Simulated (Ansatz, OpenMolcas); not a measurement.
# BH2O (SMILES B[O]): the energy, rung by rung

The species is BH2O (4 atoms), meant as a doublet with charge 0. SMILES: `B[O]`. The coordinates come from a PBE0-D4/def2-TZVP relaxation.

```xyz
4

B    -0.0011   -0.0103   -0.0151
O     1.0253   -0.3408    0.6769
H    -1.0526   -0.5877    0.1516
H     0.0839    0.8785   -0.8336
```

Each level gives the energy change with the B1–H3 bond stretched from 1.211 to 3.028 Å (eV). The values are calculated.

```csv
level,kind,program,value (eV),less FCI/STO-3G
UHF/STO-3G,Hartree–Fock,Ansatz,4.02,+1.45
USVWN5/STO-3G,LDA,Ansatz,3.68,+1.11
UPBE/STO-3G,GGA,OpenMolcas,3.31,+0.74
UB3LYP/STO-3G,global hybrid,OpenMolcas,3.64,+1.07
UPBE0/STO-3G,global hybrid,Ansatz,3.67,+1.10
U-wB97X/STO-3G,range-separated hybrid,Ansatz,3.74,+1.17
ROCCSD(T)/STO-3G,coupled cluster or CI,OpenMolcas,2.57,0.00
UCCSDT/STO-3G,coupled cluster or CI,Ansatz,2.54,-0.03
FCI/STO-3G,exact in the basis,Ansatz,2.57,0.00
```

FCI/STO-3G is exact within its basis and frozen core, so for wave-function methods in that basis the difference is their error; functionals converge differently with the basis, so for them it is only a difference. The first shape isn't each level's own minimum. The values span 2.54 to 4.02 eV. Spin contamination of the reference (⟨S²⟩ at least 0.1 too high) touches UHF/STO-3G, UCCSDT/STO-3G. All rows use very small basis sets, so none should be taken for the real molecule's value.

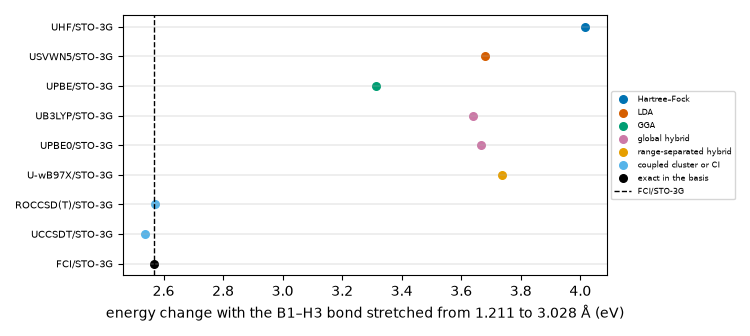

The values of the table, level by level.
